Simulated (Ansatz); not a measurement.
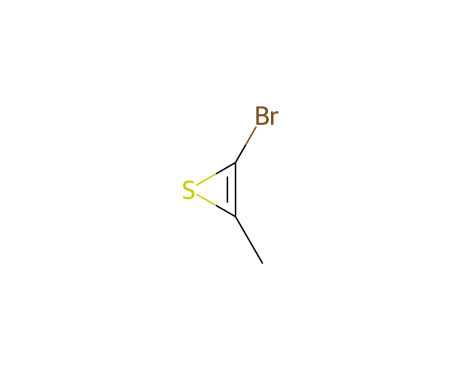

2D structure.

Write the SMILES.

Answer. CC1=C(Br)S1

What is the molecular formula?

Answer. C3H3BrS.

An optimisation with PBE0-D4/def2-TZVP gave a structure of which point group?

Answer. Cs.

The parts below concern this one geometry. Atoms keep their numbers from picture to picture. The computed structure is the end point of a PBE0-D4/def2-TZVP optimisation.

### Shape

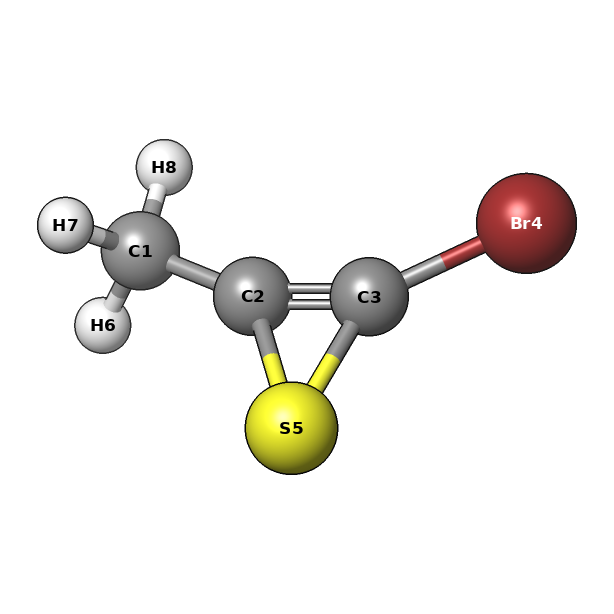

The atoms are numbered.

List the bonds and their lengths.

```csv
bond,length (Å),order
C1–C2,1.455,single
C1–H6,1.094,single
C1–H7,1.094,single
C1–H8,1.092,single
C2–C3,1.276,double
C2–S5,1.868,single
C3–Br4,1.826,single
C3–S5,1.806,single
```

### Electronic properties

Method: RKS PBE0-D4/def2-SVP (Ansatz 0.2.0).

Predict the main results.

- HOMO energy (Kohn–Sham orbital): −5.37 eV
- LUMO energy (Kohn–Sham orbital): −0.66 eV
- HOMO–LUMO gap: 4.72 eV
- dispersion correction: −18.1 kJ/mol

### Thermal motion

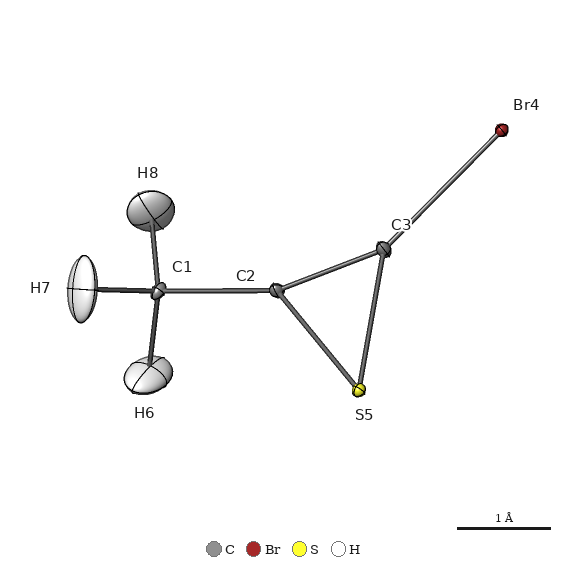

Displacement ellipsoids at the 50 % level, from the internal vibrations of the free molecule (harmonic, no overall translation or rotation; no half-axis is drawn under 0.075 Å). Vibrations computed with RKS PBE0-D4/def2-TZVP (Ansatz 0.2.0). Temperature: 100 K.

List U_eq and the three principal root-mean-square amplitudes for each kind of atom.

```csv
atom,U_eq (Å²),rms amplitudes (Å)
C1,0.0025,"0.032, 0.042, 0.068"
C2,0.0028,"0.039, 0.048, 0.068"
C3,0.0033,"0.036, 0.054, 0.076"
Br4,0.00020,"0.007, 0.014, 0.018"
S5,0.00095,"0.015, 0.030, 0.041"
"H6, H7",0.0279,"0.084, 0.147, 0.235"
H8,0.0259,"0.085, 0.163, 0.209"
```

### Vibrations

Harmonic vibrations computed with RKS PBE0-D4/def2-TZVP (Ansatz 0.2.0) at a stationary point of the same level.

How many vibrational modes are there, and where do they lie?

Answer. 18 modes: 151, 153, 191, 234, 420, 444, 507, 775, 1017, 1042, 1051, 1395, 1452, 1467, 1967, 3043, 3109, 3135 cm⁻¹.

### Charges

The questions are on Mulliken charges. Properties computed with RKS PBE0-D4/def2-TZVP (Ansatz 0.2.0).

List the Mulliken charges.

| atom | value (e) |
| --- | --- |
| C1 | −0.32 |
| C2 | 0.07 |
| C3 | −0.08 |
| Br4 | 0.05 |
| S5 | −0.18 |
| H6 | 0.16 |
| H7 | 0.16 |
| H8 | 0.15 |

Mulliken values depend strongly on the basis set and can even reverse the polarity of a bond.
